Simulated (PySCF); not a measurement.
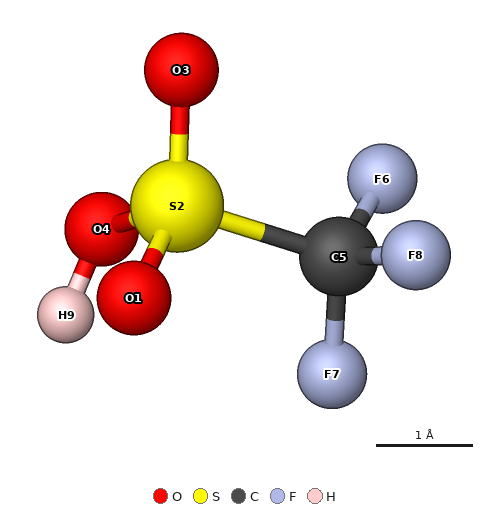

The structure as given in the input (ball-and-stick view, seen at a tilt; atoms are numbered from 1 in the order of the input). Bond lengths as drawn: C–F 1.32 Å, C–S 1.86 Å, H–O 0.97 Å and O–S 1.44 to 1.61 Å.

## CHF3O3S: a changed input and its effect

System: CHF3O3S.
Method of the first run: B3LYP/def2-TZVP single-point energy, IEF-PCM chloroform (PySCF 2.14.0).

The geometry comes from this level: PBE0-D3(BJ)/def2-SVP. Text and figures count atoms from 1; the logs count them from 0 in places.

Input, the first run:
```
{"job": {"xc": "B3LYP", "basis": "def2-TZVP", "solvent": "chloroform", "kind": "sp"}, "charge": 0, "multiplicity": 1}
O      0.845707     1.548419    -0.655072
S      0.592553     0.527982     0.336195
O      0.631651     0.744190     1.755440
O      1.520001    -0.747962     0.019184
C     -1.059519    -0.216103    -0.067483
F     -1.333394    -1.189871     0.773738
F     -1.025189    -0.692485    -1.301717
F     -1.979567     0.721573     0.017185
H      1.821319    -0.689749    -0.902649
```

The first line tells a small driver script what to run in PySCF; the rest is the geometry in Å.

Command:
```bash
OMP_NUM_THREADS=1 python <driver script> task.json out
```

Hardware: 1 CPU thread, shared host.

Output (the first run):
```
coarse grid: 9848 points
cycle   1  E = -961.9190617907  dE =  2.226e+00  |g| = 1.617e+00  |ddm| = 2.958e+00
cycle   2  E = -960.4376161735  dE =  1.481e+00  |g| = 3.385e+00  |ddm| = 2.480e+00
cycle   3  E = -962.3441237987  dE = -1.907e+00  |g| = 2.562e-01  |ddm| = 1.821e+00
cycle   4  E = -962.3486322865  dE = -4.508e-03  |g| = 2.039e-01  |ddm| = 2.488e-01
cycle   5  E = -962.3551709409  dE = -6.539e-03  |g| = 3.857e-02  |ddm| = 1.101e-01
cycle   6  E = -962.3554428975  dE = -2.720e-04  |g| = 8.502e-03  |ddm| = 3.140e-02
cycle   7  E = -962.3554525313  dE = -9.634e-06  |g| = 2.970e-03  |ddm| = 4.635e-03
final grid: 96768 points
cycle   8  E = -962.3573291328  dE = -5.829e-05  |g| = 5.006e-03  |ddm| = 2.828e-02
cycle   9  E = -962.3573208959  dE =  8.237e-06  |g| = 8.519e-03  |ddm| = 6.525e-03
cycle  10  E = -962.3573327676  dE = -1.187e-05  |g| = 9.307e-04  |ddm| = 4.519e-03
cycle  11  E = -962.3573328698  dE = -1.023e-07  |g| = 5.137e-04  |ddm| = 7.239e-04
cycle  12  E = -962.3573329116  dE = -4.177e-08  |g| = 1.043e-04  |ddm| = 2.832e-04
cycle  13  E = -962.3573329132  dE = -1.598e-09  |g| = 4.547e-05  |ddm| = 8.892e-05
cycle  14  E = -962.3573329135  dE = -3.265e-10  |g| = 1.150e-05  |ddm| = 2.517e-05
converged SCF energy = -962.3573329135
```

The input of the second run differs as follows (lines with − go, lines with + come):
```diff
-"xc": "B3LYP"
-"basis": "def2-TZVP"
+"xc": "TPSS"
+"basis": "cc-pVDZ"
```

Predict how the results change.

The total energies belong to different models, so their difference says nothing on which is more stable or more accurate. The HOMO goes from −9.74 to −7.85 eV. The LUMO goes from 0.11 to 0.05 eV. The dipole moment goes from 3.25 to 3.05 D. The functional changes from B3LYP to TPSS. The number of SCF iterations is the same. The basis functions go from 260 to 121.

Output (the second run):
```
coarse grid: 45408 points
cycle   1  E = -961.6247224941  dE =  2.298e+00  |g| = 1.654e+00  |ddm| = 5.999e+00
cycle   2  E = -959.1926446697  dE =  2.432e+00  |g| = 3.910e+00  |ddm| = 7.015e+00
cycle   3  E = -962.0890005279  dE = -2.896e+00  |g| = 3.944e-01  |ddm| = 5.360e+00
cycle   4  E = -962.1026970438  dE = -1.370e-02  |g| = 3.055e-01  |ddm| = 8.527e-01
cycle   5  E = -962.1189143480  dE = -1.622e-02  |g| = 7.677e-02  |ddm| = 4.201e-01
cycle   6  E = -962.1201225065  dE = -1.208e-03  |g| = 1.334e-02  |ddm| = 1.272e-01
cycle   7  E = -962.1201447146  dE = -2.221e-05  |g| = 8.196e-03  |ddm| = 2.499e-02
cycle   8  E = -962.1201570737  dE = -1.236e-05  |g| = 2.209e-03  |ddm| = 1.036e-02
cycle   9  E = -962.1201580811  dE = -1.007e-06  |g| = 4.176e-04  |ddm| = 3.615e-03
final grid: 96768 points
cycle  10  E = -962.1203057550  dE =  2.620e-08  |g| = 8.561e-04  |ddm| = 2.528e-03
cycle  11  E = -962.1203053087  dE =  4.463e-07  |g| = 1.789e-03  |ddm| = 3.126e-03
cycle  12  E = -962.1203058723  dE = -5.636e-07  |g| = 2.454e-04  |ddm| = 2.175e-03
cycle  13  E = -962.1203058834  dE = -1.112e-08  |g| = 3.331e-05  |ddm| = 3.085e-04
cycle  14  E = -962.1203058836  dE = -1.669e-10  |g| = 1.464e-05  |ddm| = 5.383e-05
converged SCF energy = -962.1203058836
```

The two runs side by side:

| quantity | the first run | the second run |
| --- | --- | --- |
| outcome | converged | converged |
| total energy (hartree) | −962.357333 | −962.120306 |
| HOMO (eV) | −9.74 | −7.85 |
| LUMO (eV) | 0.11 | 0.05 |
| dipole moment (D) | 3.25 | 3.05 |
| SCF iterations | 14 | 14 |
| basis functions | 260 | 121 |
| wall time (shared host) | 16 s | 9.6 s |
